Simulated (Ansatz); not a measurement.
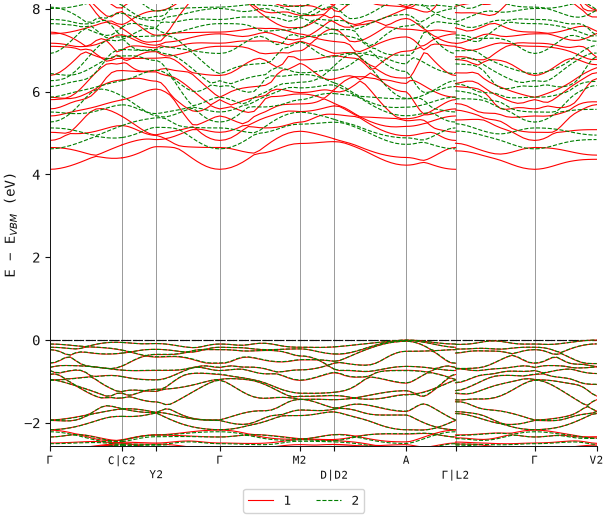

Band structures of Zr$_{2}$TiO$_{6}$, space group C2 (No. 5), 9 atoms in the cell, by two methods on the same cell. Each is counted from its own valence-band top.

**Which curve is which? The methods: r2SCAN, PBE.**

1 is PBE; 2 is r2SCAN. PBE gives a gap of 4.12 eV along the path and r2SCAN gives a gap of 4.62 eV along the path.

Settings. PBE: DFT PBE, scalar-relativistic, plane waves, PAW, no spin polarisation, 4×4×4 k mesh, 420 eV cutoff, Gaussian smearing of 0.02 eV (Ansatz 0.2.0). r2SCAN: DFT r2SCAN, scalar-relativistic, plane waves, PAW, no spin polarisation, 4×4×4 k mesh, 500 eV cutoff (Ansatz).

The structure is an invented one, so it need not be a known or stable phase.
